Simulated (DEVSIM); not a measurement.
System: Au/HfO2/SiO2/p-Si capacitor, at 300 K.

```
layer (left to right)  material  thickness (nm)  Na (cm⁻³)
---------------------  --------  --------------  ---------
1                          HfO2            20.0          -
2                          SiO2            1.10          -
3                            Si           12000     2.2e15
```

Metal gate on the left, work function 5.1 eV. Fixed charge at the semiconductor interface -8.1e11 cm⁻² (in units of +e); interface traps 1e11 cm⁻² eV⁻¹, uniform in energy, neutral level at 0.5 of the gap above the valence band.

This is a model device: material constants are rounded textbook-type values typed into the input, and sizes, dopings and lifetimes were drawn at random. Values at 300 K.

| parameter | HfO2 | SiO2 | Si |
|---|---|---|---|
| gap (eV) | 5.7 | 9 | 1.124 |
| affinity (eV) | 2.5 | 0.9 | 4.05 |
| permittivity | 22 | 3.9 | 11.7 |
| Nc (cm⁻³) | - | - | 2.86e19 |
| Nv (cm⁻³) | - | - | 3.1e19 |

DEVSIM, 1D Poisson equation in equilibrium, Boltzmann statistics, complete ionisation; no quantum confinement or tunnelling. Metal contacts follow the ideal Schottky-Mott rule: no Fermi-level pinning, no interface dipoles.

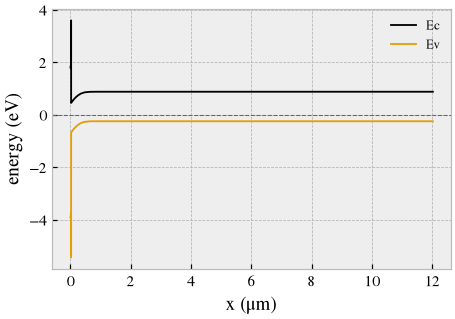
Fig. 1. Band edges at 0.8 V on the gate

Energies count from the Fermi level of the right contact; mesh points crowd at the junctions.

```
x (μm)    Ec (eV)  Ev (eV)  n (cm⁻³)  p (cm⁻³)  field (V/cm)
--------  -------  -------  --------  --------  ------------
0.000       1.800   -3.900     < 1e2     < 1e2         76000
0.001914    1.815   -3.885     < 1e2     < 1e2         76000
0.006606    1.850   -3.850     < 1e2     < 1e2         76000
0.01471     1.912   -3.788     < 1e2     < 1e2         76000
0.01932     1.948   -3.752     < 1e2     < 1e2         76000
0.02048     3.574   -5.426     < 1e2     < 1e2        430000
0.02136     0.451   -0.673    7.7e11     1.5e8         17000
0.02546     0.457   -0.667    5.9e11     2.0e8         16000
0.03519     0.473   -0.651    3.2e11     3.6e8         16000
0.06210     0.515   -0.609    6.4e10     1.8e9         15000
0.1365      0.618   -0.506     1.2e9    9.9e10         13000
0.4721      0.855   -0.269    120000    9.4e14          2200
1.270       0.877   -0.247     53000    2.2e15           ≈ 0
3.476       0.877   -0.247     53000    2.2e15           ≈ 0
9.270       0.877   -0.247     53000    2.2e15           ≈ 0
11.03       0.877   -0.247     53000    2.2e15           ≈ 0
11.66       0.877   -0.247     53000    2.2e15           ≈ 0
11.89       0.877   -0.247     53000    2.2e15           ≈ 0
11.99       0.877   -0.247     53000    2.2e15           ≈ 0
12.01       0.877   -0.247     53000    2.2e15           ≈ 0
12.02       0.877   -0.247     53000    2.2e15           ≈ 0
12.02       0.877   -0.247     53000    2.2e15           ≈ 0
```
